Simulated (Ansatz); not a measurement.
# AlCl3 (aluminium trichloride (monomer)) at 5 levels

Wanted: a comparison of 5 runs (HF/def2-SVP, PBE0/6-31G**, PBE0/def2-SVP, B3LYP/6-31G*, PBE/aug-cc-pVDZ) of AlCl3 (aluminium trichloride (monomer)). 

Program for the calculation: Ansatz 0.2.0.

8 further runs of the same task are left out: 3 for a known fault of the program, 2 that didn't finish, 3 set aside as unsound or not needed. Runs told in other sessions of the task aren't counted.

## Step 1: Starting point

The species is AlCl3 (4 atoms), meant as a singlet with charge 0. As SMILES, `Cl[Al](Cl)Cl`. The coordinates come from a PBE0-D4/def2-TZVP relaxation.

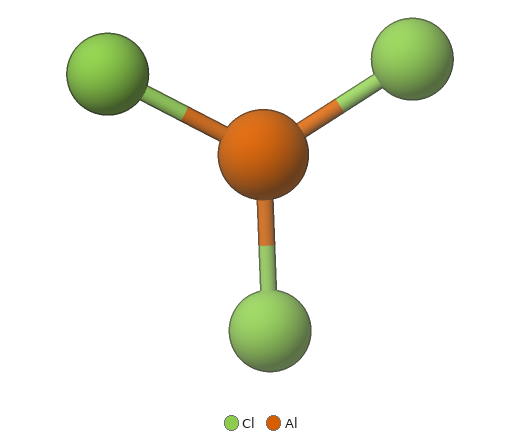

Viewed from a chosen angle; chlorine green, aluminium orange.

## Step 2: Energy and forces at HF/def2-SVP (run 1)

Input file molecule.yaml:

```yaml
crystal:
  periodic: [false, false, false]
  atoms:
    - {symbol: Cl, position_ang: [-1.135050, -0.108440, 1.726210]}
    - {symbol: Al, position_ang: [0.000010, 0.000000, -0.000020]}
    - {symbol: Cl, position_ang: [1.741960, -1.104030, -0.163630]}
    - {symbol: Cl, position_ang: [-0.606920, 1.212480, -1.562570]}
basis:
  gaussian:
    orbitals: def2-SVP
hamiltonian:
  xc: hf
accuracy: high
output: {forces: true, orbitals: {seedname: orbitals}}
```

Launch:

```bash
$ ansatz run molecule.yaml --threads 1 --pin off --max-ram 3480MiB --events-out events.jsonl --progress --plain --runs-dir runs
```

What it wrote:

```text
Warning: RAYON_NUM_THREADS=1 ignored (pool sized by the plan → 1); use --threads N
Functional definition: HF
  name "HF"
  exchange = exact_x
  correlation = 0
1297 factors; integrals over basis functions are off by at most 3.7e-9 eV
mean field evaluation 1: about -44084.6872 eV, gradient 1.8e1 eV
mean field evaluation 2: about -44084.8878 eV, gradient 1.9e1 eV
mean field evaluation 4: about -44086.0886 eV, gradient 1.1e0 eV
mean field evaluation 8: about -44086.1150 eV, gradient 8.7e-6 eV
mean field evaluation 16: about -44086.1151 eV, gradient 1.4e-8 eV
mean field -44086.11505887 eV, -1620.1348457714 hartree, gradient 1.5e-8 eV, S^2 0.000000; 0 other end points of the search recorded, 0 dependent functions left out
the calculation of the forces begins
reference -44086.11505887 eV, -1620.1348457714 hartree; 32, 32 occupied and 40, 40 virtual orbitals, 1297 factors
Total energy: -44086.11505887 eV, -1620.1348457714 hartree
Atom 0 at    -1.135050    -0.108440     1.726210 Å, force    -0.128582    -0.012295     0.195557 eV/Å
Atom 1 at     0.000010     0.000000    -0.000020 Å, force     0.000078     0.000008    -0.000077 eV/Å
Atom 2 at     1.741960    -1.104030    -0.163630 Å, force     0.197089    -0.124870    -0.018610 eV/Å
Atom 3 at    -0.606920     1.212480    -1.562570 Å, force    -0.068585     0.137158    -0.176869 eV/Å
Dipole moment:     0.000014    -0.000004    -0.000026 e Å
```

Wall time 2.3 s (1 thread of Arm Neoverse V1, shared host); peak memory 0.17 GiB.

## Step 3: Energy and forces at PBE0/6-31G(d,p) (spherical functions) (run 2)

Input file run.yaml:

```yaml
crystal:
  periodic: [false, false, false]
  atoms:
    - {symbol: Cl, position_ang: [-1.135050, -0.108440, 1.726210]}
    - {symbol: Al, position_ang: [0.000010, 0.000000, -0.000020]}
    - {symbol: Cl, position_ang: [1.741960, -1.104030, -0.163630]}
    - {symbol: Cl, position_ang: [-0.606920, 1.212480, -1.562570]}
basis:
  gaussian:
    orbitals: 6-31G_st__st_-spherical.json
accuracy: high
output: {forces: true, orbitals: {seedname: orbitals}}
hamiltonian:
  xc: {name: PBE0}
```

The basis set 6-31G** is read from a file made from the Basis Set Exchange's data (not shown).

Launch:

```bash
$ ansatz run run.yaml --threads 1 --pin off --max-ram 3480MiB --events-out events.jsonl --progress --plain --runs-dir runs
```

What it wrote:

```text
Warning: RAYON_NUM_THREADS=1 ignored (pool sized by the plan → 1); use --threads N
Functional definition: PBE0
  name "PBE0"
  parameter a = 0.25
  parameter kappa = 0.804
  parameter beta = 0.06672455060314922
  exchange = (1 - a)*pbe_x(kappa = kappa, mu = beta*pi^2/3) + a*exact_x
  correlation = pbe_c(beta = beta)
1398 factors; integrals over basis functions are off by at most 3.7e-9 eV
mean field evaluation 1: about -44152.0232 eV, gradient 1.8e1 eV
mean field evaluation 2: about -44152.0429 eV, gradient 1.9e1 eV
mean field evaluation 4: about -44153.0454 eV, gradient 2.3e-1 eV
mean field evaluation 8: about -44153.1459 eV, gradient 4.4e-3 eV
mean field evaluation 16: about -44153.1459 eV, gradient 1.2e-6 eV
mean field -44153.14594411 eV, -1622.5981853690 hartree, gradient 2.4e-8 eV, S^2 0.000000; 0 other end points of the search recorded, 0 dependent functions left out
the calculation of the forces begins
reference -44153.14594667 eV, -1622.5981854629 hartree; 32, 32 occupied and 40, 40 virtual orbitals, 1398 factors
Total energy: -44153.14594667 eV, -1622.5981854629 hartree
Atom 0 at    -1.135050    -0.108440     1.726210 Å, force    -0.091626    -0.008763     0.139353 eV/Å
Atom 1 at     0.000010     0.000000    -0.000020 Å, force     0.000080     0.000007    -0.000084 eV/Å
Atom 2 at     1.741960    -1.104030    -0.163630 Å, force     0.140393    -0.088944    -0.013268 eV/Å
Atom 3 at    -0.606920     1.212480    -1.562570 Å, force    -0.048846     0.097700    -0.126001 eV/Å
Dipole moment:     0.000012    -0.000003    -0.000021 e Å
```

Wall time 11 s (1 thread of Arm Neoverse V1, shared host); peak memory 0.22 GiB.

Runs 3 to 4 aren't shown in full; the table further down has their settings and results.

## Step 4: Energy and forces at PBE/aug-cc-pVDZ (run 5)

Input file in.yaml:

```yaml
crystal:
  periodic: [false, false, false]
  atoms:
    - {symbol: Cl, position_ang: [-1.135050, -0.108440, 1.726210]}
    - {symbol: Al, position_ang: [0.000010, 0.000000, -0.000020]}
    - {symbol: Cl, position_ang: [1.741960, -1.104030, -0.163630]}
    - {symbol: Cl, position_ang: [-0.606920, 1.212480, -1.562570]}
basis:
  gaussian:
    orbitals: aug-cc-pVDZ
output: {forces: true, orbitals: {seedname: orbitals}}
accuracy: high
hamiltonian:
  xc: {name: PBE}
```

Launch:

```bash
$ ansatz run in.yaml --threads 1 --pin off --max-ram 3480MiB --events-out events.jsonl --progress --plain --runs-dir runs
```

What it wrote:

```text
Warning: RAYON_NUM_THREADS=1 ignored (pool sized by the plan → 1); use --threads N
Functional definition: PBE
  name "PBE"
[... 2 set-up lines as earlier in the session ...]
  exchange = pbe_x(kappa = kappa, mu = beta*pi^2/3)
[... 1 set-up line as earlier in the session ...]
2141 factors; integrals over basis functions are off by at most 3.5e-9 eV
mean field evaluation 1: about -44150.2112 eV, gradient 2.4e1 eV
mean field evaluation 2: about -44149.6923 eV, gradient 2.8e1 eV
mean field evaluation 4: about -44151.7738 eV, gradient 7.8e-1 eV
mean field evaluation 8: about -44151.7749 eV, gradient 3.5e-4 eV
mean field evaluation 16: about -44151.7749 eV, gradient 6.1e-8 eV
mean field -44151.77486525 eV, -1622.5477991501 hartree, gradient 6.1e-8 eV, S^2 0.000000; 0 other end points of the search recorded, 0 dependent functions left out
the calculation of the forces begins
reference -44151.77486979 eV, -1622.5477993168 hartree; 32, 32 occupied and 76, 76 virtual orbitals, 2141 factors
Total energy: -44151.77486979 eV, -1622.5477993168 hartree
Atom 0 at    -1.135050    -0.108440     1.726210 Å, force    -0.460364    -0.043991     0.700138 eV/Å
Atom 1 at     0.000010     0.000000    -0.000020 Å, force     0.000121     0.000005    -0.000145 eV/Å
Atom 2 at     1.741960    -1.104030    -0.163630 Å, force     0.706269    -0.447599    -0.066401 eV/Å
Atom 3 at    -0.606920     1.212480    -1.562570 Å, force    -0.246025     0.491585    -0.633592 eV/Å
Dipole moment:     0.000010    -0.000002    -0.000018 e Å
```

Run time: 16 s. Hardware: 1 thread of Arm Neoverse V1, shared host; peak memory 0.3 GiB.

## Step 5: The series

```
run                               level  Cartesian functions   energy (Eh)  dipole moment (D)  HOMO energy (eV)  LUMO energy (eV)  wall time
  1                         HF/def2-SVP                   no  -1620.134846               0.00            -12.57              1.98      2.3 s
  2  PBE0/6-31G** (spherical functions)                   no  -1622.598185               0.00             -9.41             -1.43       11 s
  3                       PBE0/def2-SVP                   no  -1622.166246               0.00             -9.25             -1.08      8.1 s
  4  B3LYP/6-31G* (Cartesian functions)                  yes  -1623.232913               0.00             -9.06             -1.64       11 s
  5                     PBE/aug-cc-pVDZ                   no  -1622.547799               0.00             -8.02             -2.34       16 s
```

## Step 6: Results

```
                       quantity           value
            run 5: total energy  -1622.54780 Eh
           run 5: dipole moment          0.00 D
             run 5: HOMO energy        -8.02 eV
             run 5: LUMO energy        -2.34 eV
           run 5: HOMO–LUMO gap         5.68 eV
run 5: largest force on an atom      0.839 eV/Å
```

The HOMO–LUMO gap runs from 5.68 eV (PBE/aug-cc-pVDZ) to 14.55 eV (HF/def2-SVP). The two ends differ in method and basis. Totals of different functionals can't be ranked against each other. All runs together took 49 s, the longest 16 s.
